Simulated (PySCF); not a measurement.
# C₂H₈BF₂N: NMR shifts at several levels of theory

How much do the NMR shifts of C₂H₈BF₂N (`[BH3-][NH2+]CC(F)F`) depend on the level of theory, and what does each level cost?

Programs: PySCF 2.14.0, with density-fitted response routines of our own. Each step states its level of theory. These are calculated values for one molecule in the gas phase, unless marked as measured. Atoms count from 0, in the outputs and in this text.

## 1. The starting structure

14 atoms, charge 0, multiplicity 1; geometry from: PBE0-D3(BJ)/def2-SVP.

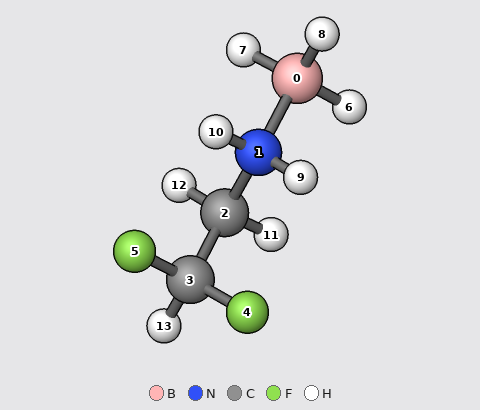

As it starts; boron pink, nitrogen blue, carbon grey, fluorine green, hydrogen white, atoms numbered.

## 2. Nuclear shieldings: HF/pcSseg-1

The job: settings as JSON, then the geometry in Å.

```
{"job": {"kind": "nmr", "xc": "HF", "basis": "pcSseg-1", "pop": false}, "charge": 0, "multiplicity": 1}
B      1.982819     0.326656     0.101196
N      0.370615     0.522341     0.235021
C     -0.413106    -0.599865    -0.274806
C     -1.891997    -0.358149    -0.112637
F     -2.176973    -0.173748     1.198474
F     -2.236512     0.779567    -0.762733
H      2.242972    -0.677863     0.754242
H      2.195589     0.188098    -1.098199
H      2.475408     1.346044     0.565184
H      0.137215     0.676744     1.218461
H      0.097053     1.375561    -0.257458
H     -0.112907    -1.507415     0.266922
H     -0.163151    -0.746835    -1.334569
H     -2.510424    -1.186542    -0.497412
```

Method: GIAO HF/pcSseg-1 NMR shielding, non-relativistic, gas phase.

Command:

```sh
> OMP_NUM_THREADS=1 python probes_run.py task.json out
```

One launch serves the whole session: the jobs run in the order shown.

Standard output:

```text
final grid: 110800 points
cycle   1  E = -358.1812750467  dE =  9.742e-01  |g| = 8.306e-01  |ddm| = 2.874e+00
cycle   2  E = -358.3075457564  dE = -1.263e-01  |g| = 4.771e-01  |ddm| = 7.814e-01
cycle   3  E = -358.3446747519  dE = -3.713e-02  |g| = 6.878e-02  |ddm| = 2.589e-01
cycle   4  E = -358.3460809649  dE = -1.406e-03  |g| = 2.069e-02  |ddm| = 7.239e-02
cycle   5  E = -358.3461941045  dE = -1.131e-04  |g| = 4.098e-03  |ddm| = 2.201e-02
cycle   6  E = -358.3462019531  dE = -7.849e-06  |g| = 1.269e-03  |ddm| = 6.325e-03
cycle   7  E = -358.3462026288  dE = -6.756e-07  |g| = 4.539e-04  |ddm| = 1.819e-03
cycle   8  E = -358.3462027034  dE = -7.463e-08  |g| = 9.934e-05  |ddm| = 5.413e-04
cycle   9  E = -358.3462027081  dE = -4.653e-09  |g| = 1.861e-05  |ddm| = 1.692e-04
cycle  10  E = -358.3462027082  dE = -1.669e-10  |g| = 5.607e-06  |ddm| = 3.805e-05
converged SCF energy = -358.3462027082

GIAO shielding tensors (ppm)
atom      isotropic    diamagn.    paramagn.     s11        s22        s33       span
  0 B      130.422     181.956     -51.534    117.447    119.017    154.801     37.354
  1 N      235.759     322.497     -86.738    221.827    238.629    246.820     24.993
  2 C      144.008     245.127    -101.119    129.848    137.885    164.290     34.442
  3 C       88.496     235.088    -146.593     72.140     90.047    103.299     31.159
  4 F      358.639     473.750    -115.111    246.428    373.048    456.442    210.014
  5 F      358.783     473.797    -115.014    246.903    373.064    456.382    209.479
  6 H       29.809      29.194       0.614     26.671     28.148     34.606      7.935
  7 H       29.810      29.191       0.619     26.678     28.147     34.606      7.928
  8 H       29.494      28.982       0.512     26.232     27.777     34.472      8.240
  9 H       28.830      32.325      -3.495     20.542     27.431     38.516     17.974
 10 H       28.828      32.317      -3.489     20.523     27.425     38.536     18.013
 11 H       28.851      29.870      -1.018     24.625     27.947     33.982      9.357
 12 H       28.853      29.877      -1.025     24.621     27.929     34.008      9.387
 13 H       26.206      26.326      -0.120     23.093     24.354     31.171      8.078
```

It took 4.9 s on 1 thread of Arm Neoverse V2, shared host; peak memory 0.78 GiB.

Shifts follow as δ = σ(reference) − σ, with reference shieldings (ppm) from runs at the same level and on the same kind of geometry: ¹H TMS 31.69, ¹³C TMS 190.8, ¹⁹F CFCl3 246.4, ¹⁵N NH3 265.7, ¹¹B BF3·OEt2 115.3. The references are single molecules in the gas phase, so shifts against H2O, NH3, PH3, H3PO4 or CFCl3 are not on the usual liquid scales and can be off by tens of ppm. Atoms listed in one row are averaged.

```
     atoms                                     environment  σ (ppm)  δ (ppm)
        C3                            sp3 CH bonded to 2 F     88.5    102.4
        C2                             sp3 CH2 bonded to N    144.0     46.8
       H13             hydrogen on an sp3 CH bonded to 2 F    26.21     5.48
   H9, H10  hydrogen on a donor nitrogen of a Lewis adduct    28.83     2.86
  H11, H12              hydrogen on an sp3 CH2 bonded to N    28.85     2.83
H6, H7, H8                 hydrogen on a boron bonded to N    29.70     1.98
        B0                          boron bonded to N, 3 H    130.4    -15.1
        N1                donor nitrogen of a Lewis adduct    235.8     30.0
    F4, F5                         fluorine of a CF2 group    358.7   -112.4
```

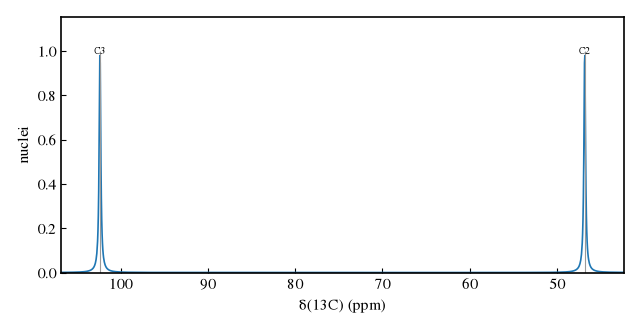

¹³C lines at the computed shifts, without couplings. Lines are broadened to a width of 0.22 ppm (Lorentzian).

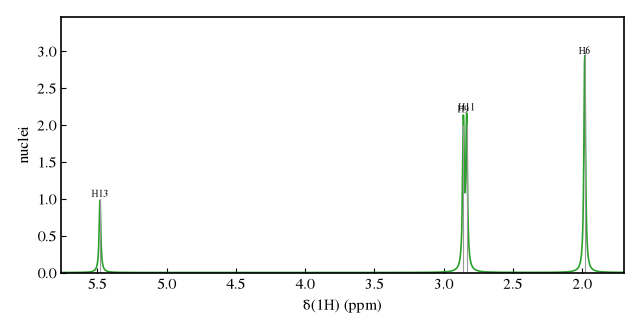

¹H lines at the computed shifts, without couplings. Lines are broadened to a width of 0.01 ppm (Lorentzian).

## 3. Shielding tensors: LDA/pcSseg-1

The job, as its differences from that of step 2:

```diff
@@ -1,2 +1,2 @@
-{"job": {"kind": "nmr", "xc": "HF", "basis": "pcSseg-1", "pop": false}, "charge": 0, "multiplicity": 1}
+{"job": {"kind": "nmr", "xc": "LDA", "basis": "pcSseg-1", "pop": false}, "charge": 0, "multiplicity": 1}
 B      1.982819     0.326656     0.101196
```

Level: GIAO LDA/pcSseg-1 NMR shielding, non-relativistic, gas phase.

Standard output:

```text
coarse grid: 11456 points
cycle   1  E = -357.3716123349  dE =  4.744e-01  |g| = 7.310e-01  |ddm| = 3.030e+00
cycle   2  E = -357.2029956699  dE =  1.686e-01  |g| = 1.242e+00  |ddm| = 1.561e+00
cycle   3  E = -357.4850753774  dE = -2.821e-01  |g| = 1.536e-01  |ddm| = 9.198e-01
cycle   4  E = -357.4899512562  dE = -4.876e-03  |g| = 4.455e-02  |ddm| = 1.548e-01
cycle   5  E = -357.4904295634  dE = -4.783e-04  |g| = 8.503e-03  |ddm| = 4.493e-02
cycle   6  E = -357.4904440012  dE = -1.444e-05  |g| = 3.374e-03  |ddm| = 9.092e-03
cycle   7  E = -357.4904464830  dE = -2.482e-06  |g| = 4.236e-04  |ddm| = 2.855e-03
final grid: 110800 points
cycle   8  E = -357.5315497984  dE = -6.300e-05  |g| = 4.826e-03  |ddm| = 2.206e-02
cycle   9  E = -357.5315409973  dE =  8.801e-06  |g| = 8.672e-03  |ddm| = 8.657e-03
cycle  10  E = -357.5315543433  dE = -1.335e-05  |g| = 7.175e-04  |ddm| = 5.718e-03
cycle  11  E = -357.5315544288  dE = -8.555e-08  |g| = 2.582e-04  |ddm| = 7.590e-04
cycle  12  E = -357.5315544446  dE = -1.575e-08  |g| = 4.774e-05  |ddm| = 2.423e-04
cycle  13  E = -357.5315544450  dE = -4.013e-10  |g| = 2.283e-05  |ddm| = 5.127e-05
converged SCF energy = -357.5315544450

GIAO shielding tensors (ppm)
atom      isotropic    diamagn.    paramagn.     s11        s22        s33       span
  0 B      117.313     189.805     -72.492    100.278    101.087    150.573     50.295
  1 N      220.678     318.374     -97.695    205.327    227.247    229.461     24.134
  2 C      123.646     250.860    -127.213    104.138    114.985    151.816     47.678
  3 C       56.120     238.963    -182.843     33.231     56.105     79.023     45.792
  4 F      302.838     473.558    -170.719    184.313    304.454    419.748    235.436
  5 F      303.037     473.619    -170.581    184.897    304.584    419.631    234.733
  6 H       28.639      29.037      -0.398     25.867     26.657     33.393      7.526
  7 H       28.641      29.032      -0.391     25.878     26.652     33.391      7.513
  8 H       28.257      28.494      -0.238     25.443     26.263     33.064      7.621
  9 H       27.762      31.814      -4.052     19.432     27.181     36.674     17.241
 10 H       27.766      31.808      -4.042     19.418     27.180     36.700     17.281
 11 H       27.910      30.268      -2.358     24.446     27.443     31.841      7.396
 12 H       27.909      30.272      -2.363     24.446     27.420     31.861      7.415
 13 H       24.675      26.116      -1.441     21.939     23.375     28.711      6.772
```

Wall time 12 s (1 thread of Arm Neoverse V2, shared host); peak memory 0.66 GiB.

Key values: δ C3 124.6, C2 57.1, B0 -24.4, N1 51.2, H13 6.15, H9 3.06 ppm (means over like atoms).

## 4. Nuclear shieldings: PBE/pcSseg-1

The job, as its differences from that of step 3:

```diff
@@ -1,2 +1,2 @@
-{"job": {"kind": "nmr", "xc": "LDA", "basis": "pcSseg-1", "pop": false}, "charge": 0, "multiplicity": 1}
+{"job": {"kind": "nmr", "xc": "PBE", "basis": "pcSseg-1", "pop": false}, "charge": 0, "multiplicity": 1}
 B      1.982819     0.326656     0.101196
```

With the program's defaults for keys left out, this is: GIAO PBE/pcSseg-1 NMR shielding, non-relativistic, gas phase.

Standard output:

```text
coarse grid: 11456 points
cycle   1  E = -359.6901994018  dE =  4.801e-01  |g| = 7.506e-01  |ddm| = 3.026e+00
cycle   2  E = -359.5192222618  dE =  1.710e-01  |g| = 1.274e+00  |ddm| = 1.541e+00
cycle   3  E = -359.8052704785  dE = -2.860e-01  |g| = 1.494e-01  |ddm| = 9.101e-01
cycle   4  E = -359.8101861406  dE = -4.916e-03  |g| = 4.251e-02  |ddm| = 1.595e-01
cycle   5  E = -359.8106293651  dE = -4.432e-04  |g| = 8.545e-03  |ddm| = 4.317e-02
cycle   6  E = -359.8106438609  dE = -1.450e-05  |g| = 3.339e-03  |ddm| = 8.702e-03
cycle   7  E = -359.8106463175  dE = -2.457e-06  |g| = 4.414e-04  |ddm| = 2.806e-03
final grid: 110800 points
cycle   8  E = -359.8715434975  dE = -6.284e-05  |g| = 1.341e-02  |ddm| = 3.107e-02
cycle   9  E = -359.8714722625  dE =  7.124e-05  |g| = 2.360e-02  |ddm| = 2.613e-02
cycle  10  E = -359.8715829025  dE = -1.106e-04  |g| = 2.202e-03  |ddm| = 1.642e-02
cycle  11  E = -359.8715838865  dE = -9.840e-07  |g| = 3.439e-04  |ddm| = 2.046e-03
cycle  12  E = -359.8715839086  dE = -2.206e-08  |g| = 9.607e-05  |ddm| = 3.067e-04
cycle  13  E = -359.8715839104  dE = -1.824e-09  |g| = 2.859e-05  |ddm| = 7.654e-05
cycle  14  E = -359.8715839105  dE = -1.271e-10  |g| = 9.089e-06  |ddm| = 1.981e-05
converged SCF energy = -359.8715839105

GIAO shielding tensors (ppm)
atom      isotropic    diamagn.    paramagn.     s11        s22        s33       span
  0 B      118.064     189.254     -71.190    102.380    103.072    148.741     46.361
  1 N      215.239     317.684    -102.446    201.768    220.347    223.601     21.833
  2 C      124.905     249.926    -125.021    106.711    116.790    151.213     44.503
  3 C       59.743     239.143    -179.400     37.288     60.268     81.674     44.387
  4 F      303.809     473.748    -169.939    187.747    312.179    411.501    223.754
  5 F      304.009     473.808    -169.799    188.306    312.338    411.383    223.077
  6 H       29.098      29.522      -0.425     26.413     27.167     33.713      7.299
  7 H       29.099      29.518      -0.419     26.423     27.163     33.711      7.288
  8 H       28.731      28.925      -0.194     25.982     26.816     33.395      7.413
  9 H       28.177      32.244      -4.067     20.261     27.575     36.696     16.435
 10 H       28.180      32.237      -4.057     20.246     27.573     36.720     16.474
 11 H       28.336      30.693      -2.357     24.926     27.893     32.189      7.263
 12 H       28.336      30.697      -2.361     24.927     27.871     32.209      7.281
 13 H       25.144      26.499      -1.355     22.433     23.885     29.115      6.682
```

Wall time 15 s (1 thread of Arm Neoverse V2, shared host); peak memory 0.61 GiB.

In short: δ C3 120.3, C2 55.1, B0 -23.3, N1 49.8, H13 6.05, H9 3.02 ppm (means over like atoms).

## 5. Nuclear shieldings: BLYP/pcSseg-1

The job, as its differences from that of step 4:

```diff
@@ -1,2 +1,2 @@
-{"job": {"kind": "nmr", "xc": "PBE", "basis": "pcSseg-1", "pop": false}, "charge": 0, "multiplicity": 1}
+{"job": {"kind": "nmr", "xc": "BLYP", "basis": "pcSseg-1", "pop": false}, "charge": 0, "multiplicity": 1}
 B      1.982819     0.326656     0.101196
```

With the program's defaults for keys left out, this is: GIAO BLYP/pcSseg-1 NMR shielding, non-relativistic, gas phase.

Standard output:

```text
coarse grid: 11456 points
cycle   1  E = -359.9872684979  dE =  4.742e-01  |g| = 7.976e-01  |ddm| = 3.038e+00
cycle   2  E = -359.7816526240  dE =  2.056e-01  |g| = 1.390e+00  |ddm| = 1.623e+00
cycle   3  E = -360.1116923418  dE = -3.300e-01  |g| = 1.538e-01  |ddm| = 9.789e-01
cycle   4  E = -360.1168486033  dE = -5.156e-03  |g| = 4.604e-02  |ddm| = 1.683e-01
cycle   5  E = -360.1173898365  dE = -5.412e-04  |g| = 9.400e-03  |ddm| = 4.928e-02
cycle   6  E = -360.1174081230  dE = -1.829e-05  |g| = 3.629e-03  |ddm| = 9.980e-03
cycle   7  E = -360.1174110562  dE = -2.933e-06  |g| = 4.268e-04  |ddm| = 2.988e-03
final grid: 110800 points
cycle   8  E = -360.1807792461  dE = -6.017e-05  |g| = 1.031e-02  |ddm| = 2.515e-02
cycle   9  E = -360.1807344952  dE =  4.475e-05  |g| = 1.916e-02  |ddm| = 1.807e-02
cycle  10  E = -360.1807991080  dE = -6.461e-05  |g| = 1.143e-03  |ddm| = 1.200e-02
cycle  11  E = -360.1807993570  dE = -2.490e-07  |g| = 3.279e-04  |ddm| = 1.172e-03
cycle  12  E = -360.1807993795  dE = -2.244e-08  |g| = 6.819e-05  |ddm| = 2.924e-04
cycle  13  E = -360.1807993803  dE = -8.149e-10  |g| = 3.036e-05  |ddm| = 6.402e-05
converged SCF energy = -360.1807993803

GIAO shielding tensors (ppm)
atom      isotropic    diamagn.    paramagn.     s11        s22        s33       span
  0 B      114.267     188.366     -74.098     98.923     99.585    144.293     45.370
  1 N      209.102     317.186    -108.084    195.899    214.036    217.370     21.471
  2 C      119.086     249.415    -130.329    101.170    110.715    145.372     44.202
  3 C       53.768     238.819    -185.051     31.611     54.457     75.237     43.627
  4 F      302.330     474.616    -172.286    185.449    313.124    408.416    222.967
  5 F      302.536     474.676    -172.140    186.019    313.292    408.297    222.278
  6 H       29.327      29.834      -0.507     26.747     27.396     33.838      7.091
  7 H       29.328      29.828      -0.500     26.756     27.392     33.836      7.080
  8 H       28.970      29.124      -0.154     26.328     27.065     33.517      7.189
  9 H       28.329      32.419      -4.090     20.696     27.791     36.499     15.803
 10 H       28.331      32.411      -4.080     20.680     27.789     36.523     15.842
 11 H       28.492      30.946      -2.454     25.212     28.117     32.147      6.934
 12 H       28.492      30.949      -2.457     25.214     28.096     32.166      6.953
 13 H       25.299      26.593      -1.293     22.617     24.140     29.141      6.523
```

Run time: 14 s. Hardware: 1 thread of Arm Neoverse V2, shared host; peak memory 0.61 GiB.

Key values: δ C3 121.5, C2 56.2, B0 -21.4, N1 53.5, H13 6.06, H9 3.03 ppm (means over like atoms).

## 6. Nuclear shieldings: BP86/pcSseg-1

The job, as its differences from that of step 5:

```diff
@@ -1,2 +1,2 @@
-{"job": {"kind": "nmr", "xc": "BLYP", "basis": "pcSseg-1", "pop": false}, "charge": 0, "multiplicity": 1}
+{"job": {"kind": "nmr", "xc": "BP86", "basis": "pcSseg-1", "pop": false}, "charge": 0, "multiplicity": 1}
 B      1.982819     0.326656     0.101196
```

Method: GIAO BP86/pcSseg-1 NMR shielding, non-relativistic, gas phase.

Standard output:

```text
coarse grid: 11456 points
cycle   1  E = -360.0999067381  dE =  4.811e-01  |g| = 7.568e-01  |ddm| = 3.025e+00
cycle   2  E = -359.9275901644  dE =  1.723e-01  |g| = 1.292e+00  |ddm| = 1.506e+00
cycle   3  E = -360.2148145960  dE = -2.872e-01  |g| = 1.477e-01  |ddm| = 8.844e-01
cycle   4  E = -360.2196339566  dE = -4.819e-03  |g| = 4.171e-02  |ddm| = 1.586e-01
cycle   5  E = -360.2200659431  dE = -4.320e-04  |g| = 8.571e-03  |ddm| = 4.336e-02
cycle   6  E = -360.2200808985  dE = -1.496e-05  |g| = 3.181e-03  |ddm| = 8.579e-03
cycle   7  E = -360.2200831655  dE = -2.267e-06  |g| = 4.043e-04  |ddm| = 2.625e-03
final grid: 110800 points
cycle   8  E = -360.2791395102  dE = -7.649e-05  |g| = 4.766e-03  |ddm| = 2.637e-02
cycle   9  E = -360.2791341045  dE =  5.406e-06  |g| = 6.707e-03  |ddm| = 9.656e-03
cycle  10  E = -360.2791452294  dE = -1.112e-05  |g| = 1.116e-03  |ddm| = 5.862e-03
cycle  11  E = -360.2791454644  dE = -2.350e-07  |g| = 3.035e-04  |ddm| = 9.137e-04
cycle  12  E = -360.2791454808  dE = -1.643e-08  |g| = 5.899e-05  |ddm| = 2.099e-04
cycle  13  E = -360.2791454814  dE = -5.649e-10  |g| = 2.729e-05  |ddm| = 5.549e-05
converged SCF energy = -360.2791454814

GIAO shielding tensors (ppm)
atom      isotropic    diamagn.    paramagn.     s11        s22        s33       span
  0 B      118.119     188.767     -70.647    102.702    103.547    148.108     45.406
  1 N      215.568     318.454    -102.885    202.064    220.436    224.205     22.140
  2 C      124.605     250.223    -125.617    106.319    116.690    150.807     44.489
  3 C       59.317     239.041    -179.724     37.018     59.836     81.097     44.078
  4 F      305.135     473.814    -168.678    188.907    313.321    413.178    224.271
  5 F      305.324     473.873    -168.549    189.457    313.459    413.055    223.598
  6 H       29.173      29.561      -0.388     26.471     27.261     33.787      7.316
  7 H       29.174      29.556      -0.382     26.481     27.257     33.785      7.305
  8 H       28.819      28.968      -0.150     26.056     26.903     33.496      7.440
  9 H       28.270      32.303      -4.034     20.424     27.635     36.749     16.325
 10 H       28.272      32.296      -4.024     20.409     27.633     36.773     16.364
 11 H       28.393      30.740      -2.348     24.959     27.959     32.260      7.301
 12 H       28.393      30.744      -2.352     24.960     27.938     32.280      7.320
 13 H       25.211      26.501      -1.290     22.507     23.960     29.164      6.656
```

It took 15 s on 1 thread of Arm Neoverse V2, shared host; peak memory 0.61 GiB.

Key values: δ C3 120.4, C2 55.1, B0 -22.9, N1 47.5, H13 6.06, H9 3.00 ppm (means over like atoms).

## 7. Shielding tensors: OPBE/pcSseg-1

The job, as its differences from that of step 6:

```diff
@@ -1,2 +1,2 @@
-{"job": {"kind": "nmr", "xc": "BP86", "basis": "pcSseg-1", "pop": false}, "charge": 0, "multiplicity": 1}
+{"job": {"kind": "nmr", "xc": "OPBE", "basis": "pcSseg-1", "pop": false}, "charge": 0, "multiplicity": 1}
 B      1.982819     0.326656     0.101196
```

Method: GIAO OPBE/pcSseg-1 NMR shielding, non-relativistic, gas phase.

Standard output:

```text
coarse grid: 11456 points
cycle   1  E = -359.9349647534  dE =  4.760e-01  |g| = 7.656e-01  |ddm| = 3.025e+00
cycle   2  E = -359.7724494723  dE =  1.625e-01  |g| = 1.265e+00  |ddm| = 1.506e+00
cycle   3  E = -360.0523742731  dE = -2.799e-01  |g| = 1.389e-01  |ddm| = 8.889e-01
cycle   4  E = -360.0569501264  dE = -4.576e-03  |g| = 3.920e-02  |ddm| = 1.578e-01
cycle   5  E = -360.0573216626  dE = -3.715e-04  |g| = 8.481e-03  |ddm| = 3.789e-02
cycle   6  E = -360.0573356289  dE = -1.397e-05  |g| = 3.261e-03  |ddm| = 7.908e-03
cycle   7  E = -360.0573378780  dE = -2.249e-06  |g| = 6.657e-04  |ddm| = 2.863e-03
final grid: 110800 points
cycle   8  E = -360.0958960404  dE = -1.784e-04  |g| = 2.246e-02  |ddm| = 5.539e-02
cycle   9  E = -360.0958164821  dE =  7.956e-05  |g| = 3.151e-02  |ddm| = 3.906e-02
cycle  10  E = -360.0959836953  dE = -1.672e-04  |g| = 4.130e-03  |ddm| = 2.268e-02
cycle  11  E = -360.0959871576  dE = -3.462e-06  |g| = 4.038e-04  |ddm| = 2.824e-03
cycle  12  E = -360.0959871969  dE = -3.938e-08  |g| = 1.146e-04  |ddm| = 4.539e-04
cycle  13  E = -360.0959871995  dE = -2.547e-09  |g| = 3.610e-05  |ddm| = 1.052e-04
cycle  14  E = -360.0959871997  dE = -2.519e-10  |g| = 1.182e-05  |ddm| = 3.358e-05
converged SCF energy = -360.0959871997

GIAO shielding tensors (ppm)
atom      isotropic    diamagn.    paramagn.     s11        s22        s33       span
  0 B      123.868     189.422     -65.554    109.189    109.906    152.509     43.320
  1 N      219.230     318.463     -99.233    207.483    223.278    226.930     19.446
  2 C      133.623     249.816    -116.193    116.263    126.172    158.433     42.170
  3 C       70.477     239.777    -169.300     48.665     71.045     91.722     43.057
  4 F      310.282     472.996    -162.714    198.808    320.605    411.434    212.626
  5 F      310.468     473.051    -162.584    199.309    320.778    411.316    212.007
  6 H       29.180      29.442      -0.261     26.415     27.319     33.807      7.392
  7 H       29.182      29.438      -0.256     26.424     27.316     33.805      7.381
  8 H       28.830      28.966      -0.136     25.985     26.990     33.515      7.530
  9 H       28.151      32.228      -4.077     20.153     27.397     36.902     16.750
 10 H       28.153      32.221      -4.068     20.139     27.395     36.926     16.788
 11 H       28.367      30.552      -2.186     24.779     27.854     32.468      7.689
 12 H       28.368      30.559      -2.192     24.780     27.834     32.489      7.709
 13 H       25.234      26.492      -1.259     22.502     23.869     29.330      6.828
```

It took 15 s on 1 thread of Arm Neoverse V2, shared host; peak memory 0.61 GiB.

This run: δ C3 114.7, C2 51.5, B0 -23.6, N1 44.9, H13 6.00, H9 3.08 ppm (means over like atoms).

[end of part 1 of 2]
